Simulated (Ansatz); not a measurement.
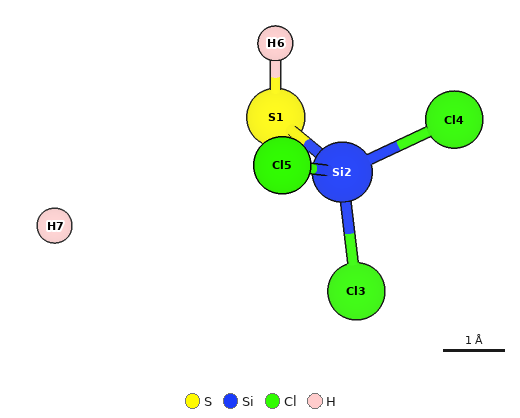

Figure 1. The structure as given in the input (ball-and-stick view, seen at a tilt; atoms are numbered from 1 in the order of the input). Bond lengths as drawn: Cl–Si 2.06 Å, H–S 1.36 Å and S–Si 2.13 Å.

## What a change does: single-point calculation on SiH2SCl3

System: SiH2SCl3, multiplicity 2.
Method of run 1: UKS PBE-D4/def2-SVP (Ansatz 0.2.0).

Text and figures count atoms from 1; the logs count them from 0 in places.

**Input, run 1**
```yaml
crystal:
  periodic: [false, false, false]
  atoms:
    - { symbol: S, position_ang: [1.8169, 0.078993, 1.108975] }
    - { symbol: Si, position_ang: [-0.010128, 0.001154, 0.015994] }
    - { symbol: Cl, position_ang: [0.52712, -0.147389, -1.963667] }
    - { symbol: Cl, position_ang: [-1.170765, -1.622339, 0.541707] }
    - { symbol: Cl, position_ang: [-1.163127, 1.689581, 0.296991] }
    - { symbol: H, position_ang: [1.179085, 0.178535, 2.311208] }
    - { symbol: H, position_ang: [4.85, 2.91, 0.0] }
magnetization:
  spin_polarized: true
  initial_magnetization: 1
basis:
  gaussian: { orbitals: def2-SVP }
hamiltonian:
  xc: pbe
  dispersion: d4
output:
  forces: true
```

Launched with:
```bash
ansatz run input.yaml --threads 1 --pin off --max-ram 2560MiB --backend cpu --events-out ev --progress --plain --runs-dir out
```

Hardware: 1 thread of Arm Neoverse V1, 24 GiB of memory available, shared host.

**Output (run 1)**
```
Engine: ansatz 0.2.0, aarch64-unknown-linux-gnu
Functional definition: PBE
  parameter kappa = 0.804
  parameter beta = 0.06672455060314922
  exchange = pbe_x(kappa = kappa, mu = beta*pi^2/3)
  correlation = pbe_c(beta = beta)
1102 factors; their error is unknown
mean field evaluation 1: about -56273.2561 eV, gradient 1.2e1 eV
mean field evaluation 2: about -56272.7453 eV, gradient 1.6e1 eV
mean field evaluation 4: about -56274.0761 eV, gradient 4.0e-1 eV
mean field evaluation 8: about -56273.9958 eV, gradient 4.5e-2 eV
mean field evaluation 16: about -56273.9958 eV, gradient 1.5e-5 eV
mean field -56273.99577555 eV, -2068.0312008672 hartree, gradient 2.5e-5 eV, S^2 0.750000; 0 other end points of the search recorded, 0 dependent functions left out
the calculation of the forces begins
reference -56273.99581887 eV, -2068.0312024592 hartree; 42, 41 occupied and 58, 59 virtual orbitals, 1102 factors
Total energy: -56274.29632933 eV, -2068.0422460150 hartree
Atom 0 at     1.816900     0.078993     1.108975 Å, force     0.008883     0.004654    -0.004953 eV/Å
Atom 1 at    -0.010128     0.001154     0.015994 Å, force    -0.002976     0.001177     0.000147 eV/Å
Atom 2 at     0.527120    -0.147389    -1.963667 Å, force     0.001918     0.000261     0.000881 eV/Å
Atom 3 at    -1.170765    -1.622339     0.541707 Å, force     0.001286     0.001141     0.000784 eV/Å
Atom 4 at    -1.163127     1.689581     0.296991 Å, force     0.000880    -0.000636     0.000047 eV/Å
Atom 5 at     1.179085     0.178535     2.311208 Å, force    -0.001720     0.000152     0.000675 eV/Å
Atom 6 at     4.850000     2.910000     0.000000 Å, force    -0.008271    -0.006747     0.002419 eV/Å
Dipole moment:     0.039785     0.019299     0.253050 e Å
```

Run 2 used a changed input.

**The two runs side by side**

```tsv
quantity	run 1	run 2
outcome	converged	converged
total energy (hartree)	−2068.042246	−2068.013653
⟨S²⟩	0.750	0.751
largest force (eV/Å)	0.011	2.414
basis functions	100	100
wall time (shared host)	8.5 s	6.3 s
```

Which change of the input explains these differences?

The change (lines with − go, lines with + come):
```diff
-    - { symbol: H, position_ang: [4.85, 2.91, 0.0] }
+    - { symbol: H, position_ang: [0.0, 2.91, 0.0] }
```

With the same method and basis, run 2 lies 17.9 kcal/mol higher. The largest force goes from 0.011 to 2.414 eV/Å.

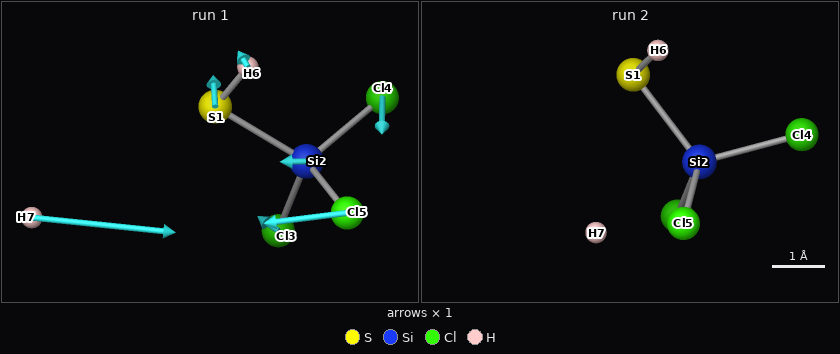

Figure 2. The two input geometries at one scale (ball-and-stick view, seen at a tilt). The teal arrows on the first give the shifts of the atoms after the best rigid fit, at true length. H7 moves most after the best rigid fit: 2.82 Å. Largest moves by element: H 2.82 Å, Cl 1.65 Å, S 0.79 Å, Si 0.53 Å.

**Output (run 2)**
```
Engine: ansatz 0.2.0, aarch64-unknown-linux-gnu
Functional definition: PBE
  parameter kappa = 0.804
  parameter beta = 0.06672455060314922
  exchange = pbe_x(kappa = kappa, mu = beta*pi^2/3)
  correlation = pbe_c(beta = beta)
1102 factors; their error is unknown
mean field evaluation 1: about -56272.2257 eV, gradient 1.3e1 eV
mean field evaluation 2: about -56271.4564 eV, gradient 1.8e1 eV
mean field evaluation 4: about -56273.2728 eV, gradient 8.5e-1 eV
mean field evaluation 8: about -56273.2798 eV, gradient 2.4e-2 eV
mean field evaluation 16: about -56273.1973 eV, gradient 2.6e-5 eV
mean field -56273.19727313 eV, -2068.0018564443 hartree, gradient 2.6e-5 eV, S^2 0.751389; 0 other end points of the search recorded, 0 dependent functions left out
the calculation of the forces begins
reference -56273.19730609 eV, -2068.0018576558 hartree; 42, 41 occupied and 58, 59 virtual orbitals, 1102 factors
Total energy: -56273.51828209 eV, -2068.0136533062 hartree
Atom 0 at     1.816900     0.078993     1.108975 Å, force    -0.099067     0.058037    -0.044155 eV/Å
Atom 1 at    -0.010128     0.001154     0.015994 Å, force     0.198779    -0.498887    -0.058075 eV/Å
Atom 2 at     0.527120    -0.147389    -1.963667 Å, force    -0.053852     0.058756     0.081247 eV/Å
Atom 3 at    -1.170765    -1.622339     0.541707 Å, force    -0.015519    -0.028341     0.015117 eV/Å
Atom 4 at    -1.163127     1.689581     0.296991 Å, force    -1.553320    -1.424840     0.366963 eV/Å
Atom 5 at     1.179085     0.178535     2.311208 Å, force     0.000814    -0.001037     0.010644 eV/Å
Atom 6 at     0.000000     2.910000     0.000000 Å, force     1.522164     1.836312    -0.371741 eV/Å
Dipole moment:    -0.058412    -0.213341     0.286639 e Å
```
